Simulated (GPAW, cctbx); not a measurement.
## Bonding in NaZnCl3 as X-rays see it

Question: by how much does bonding change the X-ray structure factors of NaZnCl3, and what does a routine refinement make of it?

The start was made by putting kin elements into a known structure type; the compound need not exist, or be stable, in this form. All numbers below are calculated.

## Step 1: Relax the structure

The density hangs on the geometry, so cell and atoms are relaxed first, with the symmetry held. The cutoff is set higher than for the density because stress converges slowly with plane waves.

Settings: GPAW 26.7.0, PBE, 570 eV, 3×3×3 k-points, Fermi–Dirac width 0.05 eV, BFGS to 0.03 eV/Å.

```text
cell
1.0
     3.630500000    2.096070152    2.961333333
    -3.630500000    2.096070152    2.961333333
     0.000000000   -4.192140305    2.961333333
Zn Cl Na
1 3 1
Direct
0.000000000 0.000000000 0.000000000
0.976400000 0.500000000 0.023600000
0.023600000 0.976400000 0.500000000
0.500000000 0.023600000 0.976400000
0.500000000 0.500000000 0.500000000
```

```console
$ OMP_NUM_THREADS=1 mpirun -n 4 gpaw python run.py > gpaw.log
```

```text
BFGS:    0      -13.903974        0.656994
BFGS:    1      -13.920481        0.635972
BFGS:    2      -14.099293        0.253591
BFGS:    3      -14.120765        0.088140
BFGS:    4      -14.122805        0.035983
BFGS:    5      -14.122838        0.035283
BFGS:    6      -14.124201        0.027675
cell  4.9025 4.9025 4.9025  89.66 89.66 89.66
volume 117.823 A^3, largest force 0.029 eV/A, largest stress 0.17 GPa
```

The cell moved far, while the k-mesh and basis were chosen for the start, so the final shape may be somewhat biased.

After 6 steps the volume has changed by -12.9 % and the energy by -0.220 eV; the largest stress left is 0.17 GPa. It took 27 s on 4 cores of Intel(R) Xeon(R) Platinum 8375C CPU @ 2.90GHz (Ice Lake) (shared host), peak memory 0.86 GiB.

Relaxed structure: R32 (no. 155), a = 6.9125 Å, b = 6.9125 Å, c = 8.5419 Å, α = 90.00°, β = 90.00°, γ = 120.00°.

```
atom  mult.       x       y    z
 Zn1      3       0       0    0
 Cl1      9  0.8146  0.1479  1/6
 Na1      3     1/3     2/3  1/6
```

## Step 2: Density and charge transfer

X-rays see the whole electron density, so the PAW density is rebuilt with its core regions. Subtracting spherical free atoms from the same code cancels the cores and leaves the deformation density Δρ, the part due to bonding.

Settings: PBE, 450 eV, 4×4×4 k-points, Fermi–Dirac width 0.05 eV; primitive cell of 5 atoms.

```console
$ OMP_NUM_THREADS=1 mpirun -n 4 gpaw python run.py > gpaw.log
```

```text
|iter:   1|       0s |  -14.860618 | -0.37 |       |
|iter:   2|       0s |  -14.711070 | -1.52 | -1.23 |
|iter:   3|       1s |  -14.060252 | -0.88 | -1.26 |
...
|iter:   8|       3s |  -14.064143c| -6.33 | -4.04c|
|iter:   9|       3s |  -14.064144c| -7.02 | -4.74c|
|iter:  10|       3s |  -14.064144c| -7.78c| -5.54c|
```

```text
grid (48, 48, 48)  electrons 92.000  moved by bonding 0.910 e
deformation density beyond 0.5 A of the nuclei: max 0.072, min -0.086 e/A^3
atom        x       y       z   Voronoi charge  moment
Zn1    0.0000  0.0000  0.0000      0.423       0.00
Cl2    0.9813  0.5000  0.0187     -0.251       0.00
Cl3    0.0187  0.9813  0.5000     -0.251       0.00
Cl4    0.5000  0.0187  0.9813     -0.251       0.00
Na5    0.5000  0.5000  0.5000      0.329       0.00
mean inner potential of superposed free atoms 10.248 V
total magnetic moment 0.000 muB
```

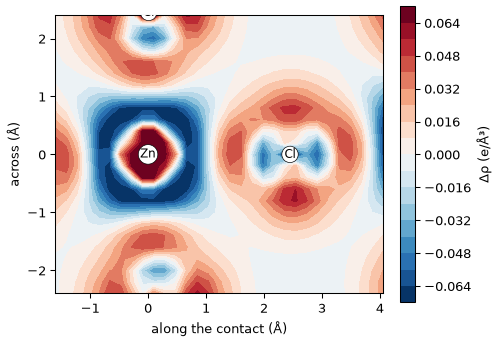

Deformation density in a plane through the shortest contact of the Zn atom at the origin; red gains electrons, blue loses them.

Cl gains most (-0.25 e) and Zn loses most (+0.42 e); Cl is the most electronegative element, but the order of the others doesn't follow electronegativity. Such charges fall far short of formal ones, since overlapping free atoms already put density on their neighbours. Along the shortest contact from the Zn atom at the map's origin, Zn–Cl at 2.45 Å, Δρ is +0.03 e/Å³ at the midpoint and highest, +0.05, 1.53 Å from Zn (points within 0.5 Å of a nucleus left out): little piles up between the atoms. At the midpoints of other shortest contacts it is 0.00 (Cl–Na, 3.33 Å) and 0.00 (Cl–Cl, 3.35 Å) e/Å³. Point values carry grid noise of about 0.01 e/Å³. The run needed 10 iterations, 8.8 s.

## Step 3: From the density to structure factors

The Fourier components of Δρ, added to those of the free atoms, give the static X-ray structure factors; the Mott–Bethe relation turns them into the Fourier components V of the potential that fast electrons feel.

```text
static structure factors of the conventional cell: F in electrons, V (Mott-Bethe) in volts
   h  k  l      d  |F| table  |F| free   |F| DFT   change   |V| free  |V| DFT  change %
   1  0  1  4.9023    99.306    99.333    99.479    0.146     2.481    2.435     -1.8
   1  0 -2  3.4768    65.521    65.498    64.178   -1.320     1.130    1.337     18.3
   1  1  0  3.4563    67.183    67.158    65.973   -1.185     1.290    1.447     12.2
   0  0  3  2.8473    65.283    65.446    66.758    1.312     3.212    3.074     -4.3
   2  0 -1  2.8248    62.869    63.036    64.280    1.243     3.119    2.991     -4.1
   2  0  2  2.4512   202.145   201.955   202.340    0.385     5.549    5.519     -0.5
   1  1  3  2.1976    81.631    81.487    81.507    0.020     1.871    1.870     -0.1
   2  1  1  2.1872    79.622    79.472    79.471   -0.001     1.805    1.805      0.0
   1  0  4  2.0113    58.980    58.408    58.611    0.203     0.750    0.739     -1.4
   2  1 -2  1.9994    61.522    60.973    61.157    0.184     0.899    0.890     -0.9
   3  0  0  1.9955    62.319    61.750    61.937    0.187     0.855    0.845     -1.1
   2  0 -4  1.7384   171.356   171.004   170.831   -0.172     4.004    4.011      0.2
   2  2  0  1.7281   167.610   167.250   167.114   -0.136     3.887    3.892      0.1
   1  0 -5  1.6428    69.378    69.135    69.060   -0.074     1.335    1.338      0.2
```

The largest X-ray change is -1.32 e on 1 0 -2, 2.0 % of |F|. For electrons V goes as (Z − F)/g², so a change of F counts against Z − F, which is small at low angle and wherever the atoms' terms cancel: |V| of 1 0 -2 moves by +18.3 % (1.13 to 1.34 V) against -2.0 % in |F|. The last three rows change by 0.17 e or less, against 1.32 e at the top: the effect is concentrated at low angle. The tabulated Hartree–Fock atoms differ from the free DFT atoms by up to 0.57 e, so the choice of reference atom matters too.

## Step 4: What a spherical-atom refinement makes of it

Routine crystallography fits spherical atoms. To see the bias, intensities are simulated from tabulated atoms plus the DFT change ΔF, so that bonding alone can misfit (7742 reflections of the full sphere, merged to the counts below, to 0.4 Å, 1.5 % proportional noise plus counting noise, assumed isotropic U as listed, Δρ smeared by the mean U) and refined with cctbx over different ranges.

| range | data | R1 | GooF | U Zn1 (true 0.0041) | U Cl1 (true 0.0049) | U Na1 (true 0.0056) | largest shift (Å) | Δρ max, min (e/Å³) |
| --- | --- | --- | --- | --- | --- | --- | --- | --- |
| all data | 1303 | 0.0063 | 0.98 | 0.0041 | 0.0049 | 0.0056 | 0.0001 | 0.17, -0.20 |
| low resolution, d > 0.84 | 142 | 0.0047 | 1.32 | 0.0040 | 0.0049 | 0.0056 | 0.0003 | 0.06, -0.13 |
| high order, d < 0.75 | 1098 | 0.0070 | 0.92 | 0.0041 | 0.0049 | 0.0055 | 0.0001 | 0.15, -0.13 |
| occupancies free, d > 0.7 | 239 | 0.0046 | 1.16 | 0.0040 | 0.0050 | 0.0057 | 0.0005 | 0.08, -0.18 |

With all data GooF is 0.98, diluted by the many high-angle data; the misfit shows at low resolution; the top residual peak, near noise level, lies 0.62 Å from Cl and 2.56 Å from Zn. No U is off by more than 3 s.u. at low resolution. With Zn1 held at 1 and the scale free, the other occupancies refine to Cl1 1.003(0.002) and Na1 1.001(0.003), within three s.u. of full.

## Step 5: Answer

Bonding moves 0.91 e in the primitive cell of NaZnCl3 and changes the structure factors of the conventional cell in the table above by at most 1.32 e (1 0 -2, 2.0 %). The shortest bond, Zn–Cl, has Δρ = +0.03 e/Å³ at its midpoint. With all data GooF is 0.98, diluted by the many high-angle data. Limits: static density, frozen cores, no spin–orbit coupling.

[Outputs are excerpts: Python notices, other lines and further rows are left out; steps that failed or that the build refused (PBEsol, TPSS) are not shown.]

[Logs are printed without paths, hosts, clocks, repeated set-up lines and the standing remarks that a program may print on its own settings, such as how far it seeks lower states.]
